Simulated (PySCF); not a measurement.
**Al2H4Cl2: electronic excitations at several levels of theory**

Aim: compute the electronic excitations of Al2H4Cl2 (`[AlH2-]1[Cl+][AlH2-][Cl+]1`) at several levels, and see how far they spread and what each costs.

Computed with PySCF 2.14.0, with density-fitted response routines of our own, on a single molecule in the gas phase. Atoms are numbered from 0 throughout.

### 1 Starting geometry

8 atoms, charge 0, multiplicity 1; geometry from: GFN2-xTB.

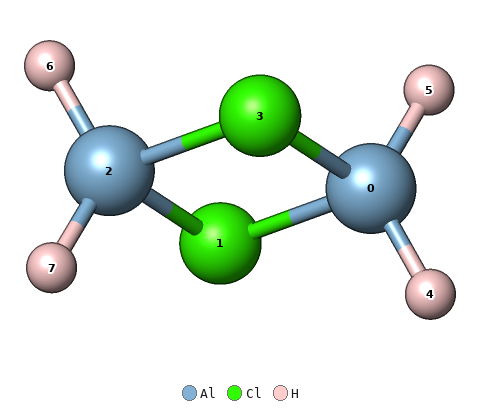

The starting geometry (aluminium light blue, chlorine green, hydrogen pink), atoms numbered; sticks join atoms by distance.

### 2 Geometry optimisation at PBE0-D3(BJ)/def2-SVP

Job settings and geometry (Å):

```
{"job": {"xc": "PBE0", "basis": "def2-SVP", "d3": "d3bj", "grid": 1, "kind": "geom"}, "charge": 0, "multiplicity": 1}
Al     1.524860     0.307450    -0.111060
Cl    -0.029000    -0.344620    -1.514540
Al    -1.519380    -0.303530     0.096720
Cl     0.035630     0.349300     1.497870
H      2.489130    -0.866890     0.139190
H      1.924910     1.758070    -0.435950
H     -2.485960     0.865920    -0.173310
H     -1.922090    -1.746870     0.451960
```

The program printed:

```text
step   0  E = -1406.82302408  max force = 0.036737
step   1  E = -1406.83386618  max force = 0.014799
step   2  E = -1406.83568646  max force = 0.005325
step   3  E = -1406.83591316  max force = 0.001235
step   4  E = -1406.83594161  max force = 0.000446
step   5  E = -1406.83594901  max force = 0.000454
step   6  E = -1406.83595025  max force = 0.000424
optimisation converged
```

It took 17 s on 1 thread, shared host.

Relaxation path:

| step | energy from step 0 (eV) | largest force component (eV/Å) |
| --- | --- | --- |
| 0 | 0.0000 | 1.8891 |
| 1 | -0.2950 | 0.7610 |
| 2 | -0.3446 | 0.2738 |
| 3 | -0.3507 | 0.0635 |
| 4 | -0.3515 | 0.0229 |
| 5 | -0.3517 | 0.0233 |
| 6 | -0.3517 | 0.0218 |

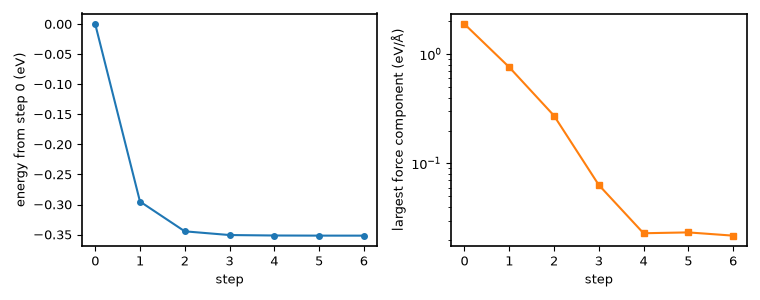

Energy and largest force along the relaxation.

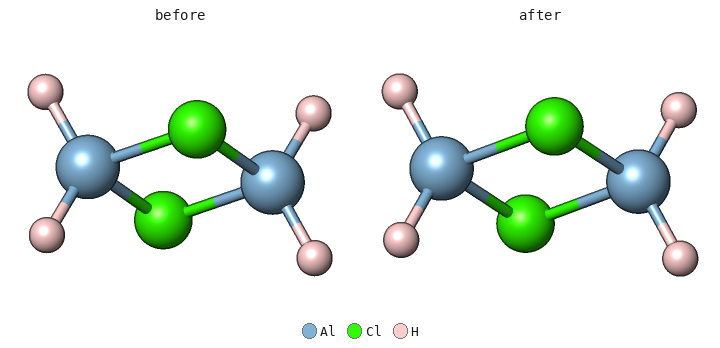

Before and after, at one scale.

Close pairs (by a distance rule), those that changed most:

| bond | before (Å) | after (Å) | change (Å) |
| --- | --- | --- | --- |
| Al0–Cl3 | 2.193 | 2.318 | +0.125 |
| Al2–Cl3 | 2.193 | 2.316 | +0.124 |
| Al0–Cl1 | 2.193 | 2.316 | +0.123 |
| Cl1–Al2 | 2.195 | 2.318 | +0.123 |
| Al0–H5 | 1.539 | 1.576 | +0.037 |
| Al0–H4 | 1.540 | 1.576 | +0.036 |
| Al2–H7 | 1.540 | 1.576 | +0.036 |
| Al2–H6 | 1.541 | 1.576 | +0.035 |

The end geometry stands in the next job.

| at the end point | value |
| --- | --- |
| point group (found at 0.08 Å tolerance) | D2h |
| rotational constants (GHz, main isotopes) | 2.862, 2.608, 1.427 |
| dipole moment (D) | 0.00 |

### 3 Ultraviolet spectrum: PBE0/aug-cc-pVDZ

Job settings and geometry (Å):

```
{"job": {"kind": "uv", "xc": "PBE0", "basis": "aug-cc-pVDZ"}, "charge": 0, "multiplicity": 1}
Al     1.614304     0.338477    -0.061701
Cl     0.024702    -0.361714    -1.594063
Al    -1.609793    -0.333779     0.049384
Cl    -0.020250     0.366522     1.581776
H      2.579841    -0.873030     0.228587
H      1.995840     1.829887    -0.399817
H     -2.575410     0.877846    -0.240182
H     -1.991134    -1.825377     0.386896
```

With the program's defaults for keys left out, this is: TDDFT PBE0/aug-cc-pVDZ, vertical, gas phase, core orbitals frozen in the response.

The program printed:

```text
coarse grid: 8976 points
cycle   1  E = -1407.2313369510  dE =  9.738e-03  |g| = 2.419e-01  |ddm| = 5.204e+00
cycle   2  E = -1407.2395790710  dE = -8.242e-03  |g| = 1.896e-01  |ddm| = 1.584e+00
cycle   3  E = -1407.2501748470  dE = -1.060e-02  |g| = 3.027e-02  |ddm| = 5.851e-01
cycle   4  E = -1407.2504759702  dE = -3.011e-04  |g| = 4.202e-03  |ddm| = 6.849e-02
cycle   5  E = -1407.2504808768  dE = -4.907e-06  |g| = 1.242e-03  |ddm| = 1.299e-02
final grid: 68760 points
cycle   6  E = -1407.2760728401  dE = -5.484e-06  |g| = 1.201e-03  |ddm| = 5.582e-02
cycle   7  E = -1407.2760728743  dE = -3.422e-08  |g| = 1.165e-03  |ddm| = 4.722e-03
cycle   8  E = -1407.2760732826  dE = -4.083e-07  |g| = 5.867e-05  |ddm| = 2.399e-03
cycle   9  E = -1407.2760732839  dE = -1.295e-09  |g| = 1.327e-05  |ddm| = 3.549e-04
cycle  10  E = -1407.2760732840  dE = -5.480e-11  |g| = 4.013e-06  |ddm| = 4.468e-05
converged SCF energy = -1407.2760732840

Static polarisability (au): isotropic 82.171, principal 74.113 79.975 92.423

Singlet excitations
state   eV       nm        f      main configurations
  1   6.0898    203.6   0.00000   H->L 0.97
  2   6.5818    188.4   0.00000   H-1->L 0.91
  3   7.0231    176.5   0.00000   H->L+1 0.91
  4   7.1281    173.9   0.00498   H->L+2 0.90
  5   7.2735    170.5   0.00000   H-2->L 0.98
  6   7.5922    163.3   0.09935   H-1->L+1 0.73, H->L+4 0.18
  7   7.6424    162.2   0.00005   H->L+3 0.90
  8   7.7188    160.6   0.00000   H-1->L+2 0.91
  9   7.8145    158.7   0.02435   H-3->L 0.97
 10   7.9228    156.5   0.13550   H->L+4 0.67, H->L+5 0.15, H-1->L+1 0.14

Triplet excitations (Tamm-Dancoff, eV): 5.7457 6.0907 6.6730 6.7163
```

It took 8.6 s on 1 thread, shared host.

The orbitals next to the gap, with their largest atomic shares:

| orbital | eV | atoms |
| --- | --- | --- |
| HOMO−3 | -10.15 | Cl3 47 %, Cl1 47 % |
| HOMO−2 | -9.61 | Cl3 17 %, Cl1 17 %, Al2 14 % |
| HOMO−1 | -8.91 | Al0 19 %, Al2 19 %, H4 15 % |
| HOMO | -8.40 | Al2 15 %, Al0 15 %, H6 13 % |
| LUMO | -1.10 | Al0 34 %, Al2 34 %, Cl1 8 % |
| LUMO+1 | -0.24 | Al0 28 %, Al2 28 %, Cl3 12 % |
| LUMO+2 | -0.11 | Al2 34 %, Al0 34 %, Cl1 7 % |

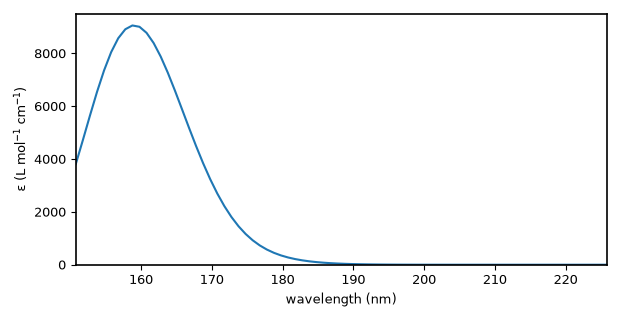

Absorption spectrum: each of the 10 states is a Gaussian band of 0.4 eV half-width at 1/e. Beyond the last state computed it falls off for lack of states.

Further results of this job:

| property | computed |
| --- | --- |
| dipole moment (D) | 0.00 |
| polarisability (Å³) | 12.18 |
| HOMO–LUMO gap (eV) | 7.30 |
| −ε(HOMO) (eV) | 8.40 |

### 4 Excited states and response: PBE0/aug-cc-pVTZ

Same as in step 3 but for these lines:

```diff
@@ -1,2 +1,2 @@
-{"job": {"kind": "uv", "xc": "PBE0", "basis": "aug-cc-pVDZ"}, "charge": 0, "multiplicity": 1}
+{"job": {"kind": "uv", "xc": "PBE0", "basis": "aug-cc-pVTZ"}, "charge": 0, "multiplicity": 1}
 Al     1.614304     0.338477    -0.061701
```

Level: TDDFT PBE0/aug-cc-pVTZ, vertical, gas phase, core orbitals frozen in the response.

The program printed:

```text
coarse grid: 8976 points
cycle   1  E = -1407.2859769574  dE = -2.298e-02  |g| = 2.743e-01  |ddm| = 4.840e+00
cycle   2  E = -1407.2939786674  dE = -8.002e-03  |g| = 2.190e-01  |ddm| = 1.087e+00
cycle   3  E = -1407.3047531779  dE = -1.077e-02  |g| = 3.650e-02  |ddm| = 3.618e-01
cycle   4  E = -1407.3051012679  dE = -3.481e-04  |g| = 8.837e-03  |ddm| = 5.570e-02
cycle   5  E = -1407.3051194708  dE = -1.820e-05  |g| = 1.692e-03  |ddm| = 1.259e-02
cycle   6  E = -1407.3051203021  dE = -8.312e-07  |g| = 5.650e-04  |ddm| = 4.419e-03
final grid: 68760 points
cycle   7  E = -1407.3316446009  dE = -1.837e-05  |g| = 2.818e-03  |ddm| = 6.982e-02
cycle   8  E = -1407.3316449074  dE = -3.065e-07  |g| = 2.511e-03  |ddm| = 8.194e-03
cycle   9  E = -1407.3316462944  dE = -1.387e-06  |g| = 1.113e-04  |ddm| = 3.617e-03
cycle  10  E = -1407.3316462971  dE = -2.730e-09  |g| = 6.590e-05  |ddm| = 3.326e-04
cycle  11  E = -1407.3316462984  dE = -1.253e-09  |g| = 7.918e-06  |ddm| = 8.228e-05
cycle  12  E = -1407.3316462984  dE = -1.955e-11  |g| = 6.328e-07  |ddm| = 1.714e-05
converged SCF energy = -1407.3316462984

Static polarisability (au): isotropic 82.403, principal 74.188 80.336 92.687

Singlet excitations
state   eV       nm        f      main configurations
  1   6.1270    202.4   0.00000   H->L 0.96
  2   6.5900    188.1   0.00000   H-1->L 0.91
  3   7.0340    176.3   0.00000   H->L+1 0.90
  4   7.1196    174.1   0.01070   H->L+2 0.89
  5   7.2854    170.2   0.00000   H-2->L 0.98
  6   7.5692    163.8   0.10944   H-1->L+1 0.70, H->L+4 0.19
  7   7.6595    161.9   0.00003   H->L+3 0.89, H-1->L 0.08
  8   7.6762    161.5   0.00000   H-1->L+2 0.90
  9   7.8724    157.5   0.04571   H-3->L 0.92
 10   7.9044    156.9   0.09001   H->L+4 0.67, H-1->L+1 0.15, H->L+6 0.10

Triplet excitations (Tamm-Dancoff, eV): 5.7707 6.0902 6.6715 6.6753
```

Wall time 28 s (1 thread, shared host).

This run: HOMO -8.42 eV, LUMO -1.08 eV; lowest singlet 6.13 eV.

### 5 Excited states and response: PBE0/def2-TZVPD

Same as in step 4 but for these lines:

```diff
@@ -1,2 +1,2 @@
-{"job": {"kind": "uv", "xc": "PBE0", "basis": "aug-cc-pVTZ"}, "charge": 0, "multiplicity": 1}
+{"job": {"kind": "uv", "xc": "PBE0", "basis": "def2-TZVPD"}, "charge": 0, "multiplicity": 1}
 Al     1.614304     0.338477    -0.061701
```

With the program's defaults for keys left out, this is: TDDFT PBE0/def2-TZVPD, vertical, gas phase, core orbitals frozen in the response.

The program printed:

```text
coarse grid: 8976 points
cycle   1  E = -1407.2932314582  dE = -3.651e-02  |g| = 2.759e-01  |ddm| = 2.156e+00
cycle   2  E = -1407.3013406127  dE = -8.109e-03  |g| = 2.205e-01  |ddm| = 4.735e-01
cycle   3  E = -1407.3114548552  dE = -1.011e-02  |g| = 4.084e-02  |ddm| = 2.197e-01
cycle   4  E = -1407.3118090303  dE = -3.542e-04  |g| = 9.471e-03  |ddm| = 3.156e-02
cycle   5  E = -1407.3118271063  dE = -1.808e-05  |g| = 2.116e-03  |ddm| = 7.191e-03
cycle   6  E = -1407.3118282768  dE = -1.170e-06  |g| = 6.573e-04  |ddm| = 2.540e-03
final grid: 68760 points
cycle   7  E = -1407.3137017862  dE = -1.671e-05  |g| = 4.068e-03  |ddm| = 2.354e-02
cycle   8  E = -1407.3137021146  dE = -3.283e-07  |g| = 3.200e-03  |ddm| = 5.364e-03
cycle   9  E = -1407.3137038154  dE = -1.701e-06  |g| = 2.622e-04  |ddm| = 2.766e-03
cycle  10  E = -1407.3137038341  dE = -1.876e-08  |g| = 6.744e-05  |ddm| = 2.782e-04
cycle  11  E = -1407.3137038353  dE = -1.152e-09  |g| = 1.311e-05  |ddm| = 5.801e-05
cycle  12  E = -1407.3137038353  dE = -4.752e-11  |g| = 7.890e-07  |ddm| = 1.425e-05
converged SCF energy = -1407.3137038353

Static polarisability (au): isotropic 82.296, principal 74.069 80.303 92.516

Singlet excitations
state   eV       nm        f      main configurations
  1   6.1271    202.4   0.00000   H->L 0.97
  2   6.5859    188.3   0.00000   H-1->L 0.91
  3   7.0164    176.7   0.00000   H->L+1 0.93
  4   7.1350    173.8   0.01226   H->L+2 0.88
  5   7.2883    170.1   0.00000   H-2->L 0.98
  6   7.5773    163.6   0.08319   H-1->L+1 0.81, H->L+2 0.09, H->L+5 0.09
  7   7.6923    161.2   0.00000   H-1->L+2 0.92
  8   7.6944    161.1   0.00004   H->L+3 0.91, H-1->L 0.08
  9   7.8714    157.5   0.03417   H-3->L 0.95
 10   8.0036    154.9   0.15756   H->L+4 0.62, H->L+5 0.28

Triplet excitations (Tamm-Dancoff, eV): 5.7711 6.0871 6.6591 6.6761
```

Run time: 17 s. Hardware: 1 thread, shared host.

Key values: HOMO -8.42 eV, LUMO -1.06 eV; lowest singlet 6.13 eV.

### 6 Excited states and response: PBE0/6-31+G*

Same as in step 5 but for these lines:

```diff
@@ -1,2 +1,2 @@
-{"job": {"kind": "uv", "xc": "PBE0", "basis": "def2-TZVPD"}, "charge": 0, "multiplicity": 1}
+{"job": {"kind": "uv", "xc": "PBE0", "basis": "6-31+G*"}, "charge": 0, "multiplicity": 1}
 Al     1.614304     0.338477    -0.061701
```

With the program's defaults for keys left out, this is: TDDFT PBE0/6-31+G*, vertical, gas phase, core orbitals frozen in the response.

The program printed:

```text
coarse grid: 8976 points
cycle   1  E = -1407.2229617616  dE = -1.193e-02  |g| = 2.469e-01  |ddm| = 2.505e+00
cycle   2  E = -1407.2319303098  dE = -8.969e-03  |g| = 1.909e-01  |ddm| = 6.596e-01
cycle   3  E = -1407.2434350434  dE = -1.150e-02  |g| = 2.142e-02  |ddm| = 3.001e-01
cycle   4  E = -1407.2435968728  dE = -1.618e-04  |g| = 3.067e-03  |ddm| = 4.620e-02
cycle   5  E = -1407.2436005130  dE = -3.640e-06  |g| = 9.176e-04  |ddm| = 8.037e-03
final grid: 68760 points
cycle   6  E = -1407.1950050640  dE = -5.900e-06  |g| = 2.153e-03  |ddm| = 2.153e-02
cycle   7  E = -1407.1950055026  dE = -4.386e-07  |g| = 1.846e-03  |ddm| = 6.188e-03
cycle   8  E = -1407.1950065522  dE = -1.050e-06  |g| = 6.218e-05  |ddm| = 2.764e-03
cycle   9  E = -1407.1950065534  dE = -1.268e-09  |g| = 2.796e-05  |ddm| = 1.637e-04
cycle  10  E = -1407.1950065537  dE = -2.287e-10  |g| = 3.044e-06  |ddm| = 4.287e-05
converged SCF energy = -1407.1950065537

Static polarisability (au): isotropic 70.199, principal 64.874 66.490 79.233

Singlet excitations
state   eV       nm        f      main configurations
  1   6.2150    199.5   0.00000   H->L 0.97
  2   6.7005    185.0   0.00000   H-1->L 0.90, H->L+3 0.09
  3   7.1188    174.2   0.00000   H->L+1 0.93
  4   7.2075    172.0   0.00640   H->L+2 0.90
  5   7.4058    167.4   0.00000   H-2->L 0.98
  6   7.7219    160.6   0.08248   H-1->L+1 0.81, H->L+4 0.10
  7   7.7644    159.7   0.00007   H->L+3 0.90, H-1->L 0.09
  8   7.8079    158.8   0.00000   H-1->L+2 0.92
  9   7.9234    156.5   0.01846   H-3->L 0.98
 10   8.1327    152.5   0.17637   H->L+4 0.88, H-1->L+1 0.10

Triplet excitations (Tamm-Dancoff, eV): 5.9127 6.2702 6.8025 6.8588
```

Wall time 4.9 s (1 thread, shared host).

This run: HOMO -8.49 eV, LUMO -1.06 eV; lowest singlet 6.21 eV.

### 7 Side by side: electronic excitations

Excitations and ground-state properties, with basis size and wall time:

| run | lowest singlet (eV) | brightest (eV) | f | gap (eV) | α (Å³) | μ (D) | functions | time |
| --- | --- | --- | --- | --- | --- | --- | --- | --- |
| PBE0/aug-cc-pVDZ | 6.09 | 7.92 | 0.136 | 7.30 | 12.18 | 0.00 | 144 | 8.6 s |
| PBE0/aug-cc-pVTZ | 6.13 | 7.57 | 0.109 | 7.34 | 12.21 | 0.00 | 292 | 28 s |
| PBE0/def2-TZVPD | 6.13 | 8.00 | 0.158 | 7.36 | 12.19 | 0.00 | 214 | 17 s |
| PBE0/6-31+G* | 6.21 | 8.13 | 0.176 | 7.43 | 10.40 | 0.00 | 96 | 4.9 s |

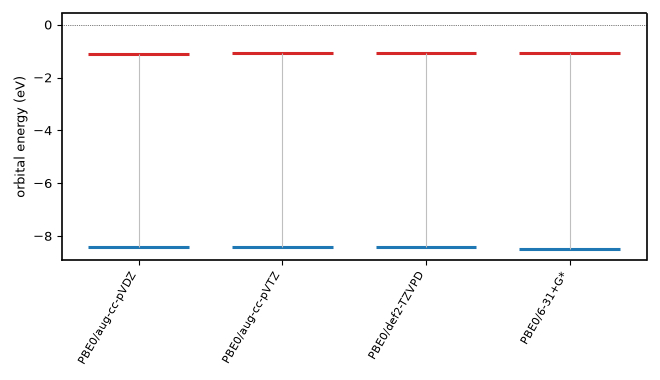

HOMO (blue) and LUMO (red) run by run.

### 8 Outcome

| quantity | value |
| --- | --- |
| point group | D2h |
| rotational constants (main isotopes) | 2.86, 2.61, 1.43 GHz |
| lowest singlet (PBE0/aug-cc-pVDZ) | 6.09 eV (204 nm), f = 0.000 |
| brightest single state of those computed | state 10, 7.92 eV, f = 0.136 |
| lowest triplet | 5.75 eV |
| range of the lowest singlet | 6.09 to 6.21 eV |

**Reading.** Single values in the summary come from the first run of each kind that ended normally (PBE0/aug-cc-pVDZ), which need not be the best level. Relaxing lowered the energy by 0.352 eV in 6 steps; the close pair that moved most is Al0–Cl3, from 2.193 to 2.318 Å. No frequency check was run at this level, so the end point may be a saddle. The first singlet state (HOMO→LUMO 0.97) lies at 6.09 eV and is dark; of the 10 states computed, the strongest absorption comes from state 10 at 7.92 eV (the last computed, so partners may be missing). The lowest triplet lies 0.34 eV below the lowest singlet (triplets in Tamm-Dancoff, singlets in full TDDFT). The lowest singlet runs from 6.09 eV (PBE0/aug-cc-pVDZ) to 6.21 eV (PBE0/6-31+G*), while the orbital gap spans 7.30 to 7.43 eV. The lowest state need not be the same one in every run.
